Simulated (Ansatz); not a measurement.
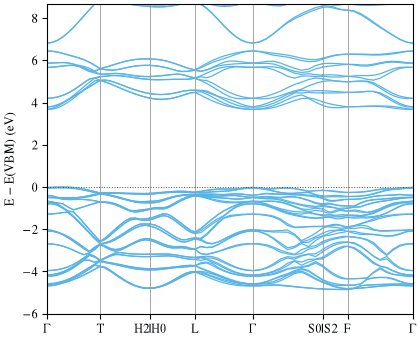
*Band structure from the program Ansatz at the PBE with spin–orbit coupling level (PAW)*

The gap is 3.67 eV; an edge lies off the plotted path or next to a special point (maximum on the Γ–T line, 31 % of the way from Γ, minimum on the Γ–T line, 3 % of the way from Γ).

The material is LiTaO3 in space group R3c (No. 161; Li on 6a, Ta on 6a, O on 18b).

The cell was relaxed with PBE under the symmetry of its start. The run is not spin-polarised.

Potentials: the earlier of the program's two PAW sets.
